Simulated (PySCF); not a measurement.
## A study: C$_{3}$H$_{4}$, SMILES `C=C=C`

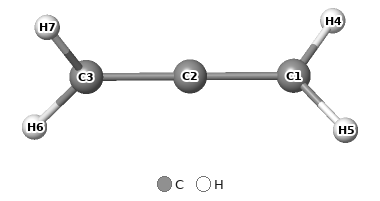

The molecule, with its atoms numbered as below. No frequency check shows the geometry to be a minimum.

Geometry (Å), atoms numbered from 1:

```
C1      -1.2935    0.0001   -0.0001
C2      -0.0000   -0.0003    0.0002
C3       1.2935    0.0001   -0.0001
H4      -1.8608    0.6481    0.6484
H5      -1.8608   -0.6479   -0.6484
H6       1.8608   -0.6485    0.6478
H7       1.8608    0.6487   -0.6479
```

## 1. Bonding charge

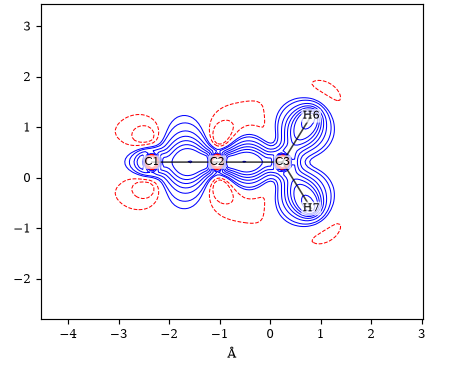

Deformation density (molecule less spherical, spin-averaged free atoms) in the plane of C1, C2, C3, H6 and H7; contours at ±0.05 to ±0.8 e/Å³; solid blue lines: gain, dashed red lines: loss.

Computed with PySCF, PBE0/def2-TZVP, geometry: GFN2-xTB.

**How much density has each bond in this plane gained at its critical point, relative to the free atoms?**

C1–C2 and C2–C3: +0.76 e/Å³ at the bond critical point (bond length 1.29 Å, Mayer order 2.0). C3–H7 and C3–H6: +0.73 e/Å³ at the bond critical point (bond length 1.08 Å, Mayer order 0.9). In all, 1.6 electrons gather in the regions of gain relative to the promolecule.

**Where do the Hirshfeld charges lie?**

The highest Hirshfeld charge is on H4, H5, H6 and H7 (+0.06 e), the lowest on C1 and C3 (−0.12 e).

```tsv
atom	charge (e)
C1	−0.12
C2	0.00
C3	−0.12
H4	+0.06
H5	+0.06
H6	+0.06
H7	+0.06
```

## 2. Bond critical points

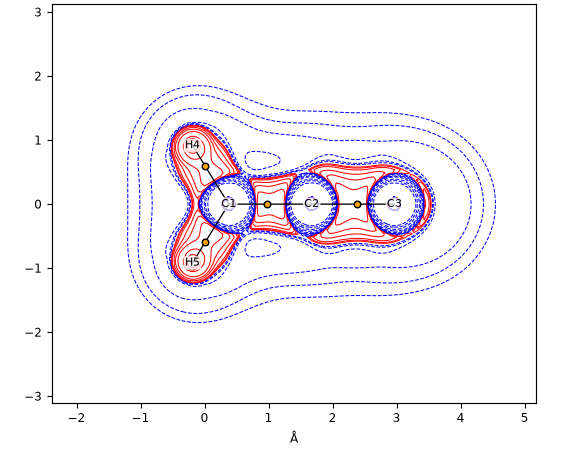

Negative Laplacian of the density (−∇²ρ) in the plane of C1, C2, C3, H4 and H5 (solid red lines positive, dashed blue lines negative, contours at ±0.02 to ±8 a.u.), with bond paths and bond critical points (dots).

**Sort the bonds in the plane by the sign of ∇²ρ at their critical points.**

Concentrated (∇²ρ < 0): C1–C2 and C2–C3 (−1.16 a.u.); C1–H5 and C1–H4 (−1.00 a.u.). At none is it depleted.

**Where along C1–H5 does the critical point lie?**

0.70 Å from C1 and 0.38 Å from H5.

## 3. Local ionisation energy

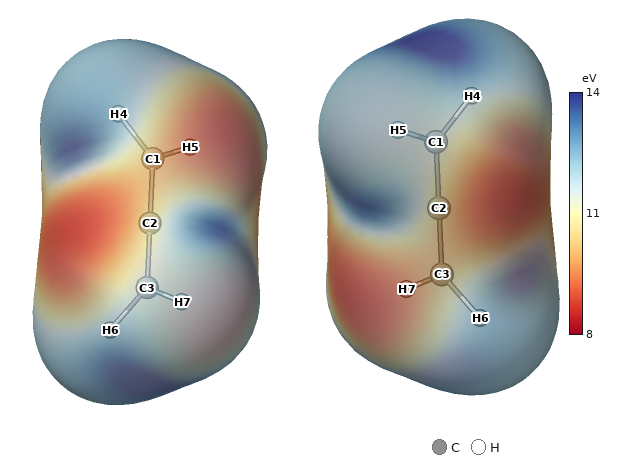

Average local ionisation energy on the surface of electron density 0.001 a.u. (back view left, front view right).

**Locate the minima of the map.**

The lowest value is 8.6 eV, over C1, off the plane of its three bonds (2.1 Å), and at like points elsewhere. For comparison, the highest occupied orbital lies at −7.7 eV.

**What volume does the surface enclose, and what is the dipole moment?**

About 72 Å³; the dipole moment is 0.0 D.

## 4. In an electric field

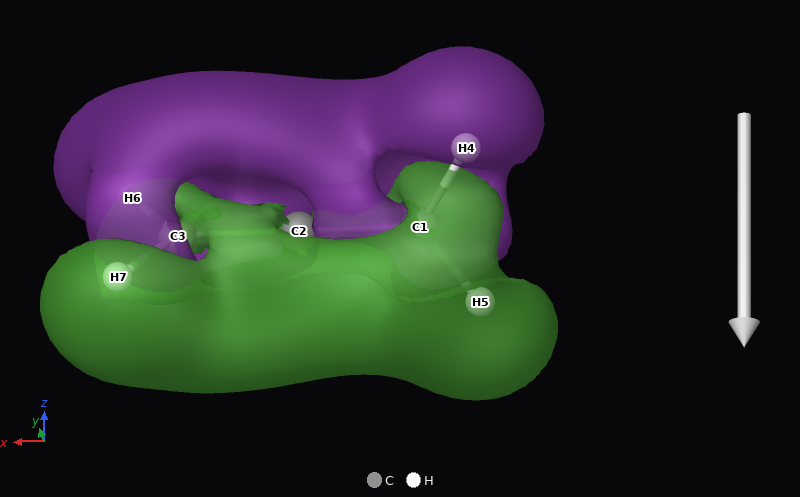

Change of the electron density in a uniform field of 0.51 V/Å along −z (arrow), surfaces at ±0.002 e/Å³ (purple: gain, green: loss).

Method: LDA (SVWN)/aug-cc-pVDZ; geometry: GFN2-xTB; program: PySCF.

The field was applied in both directions; the picture shows the one opposite to the script's first.

**What dipole is induced, and what polarisability does it imply?**

The induced dipole is 0.76 D (along the field); α along this axis, from the fields in both directions, is 30 bohr³ (4.4 Å³).

The PySCF runs shown took 6.4 s and 13 s on 1 thread of Arm Neoverse V1, with other jobs on the host.
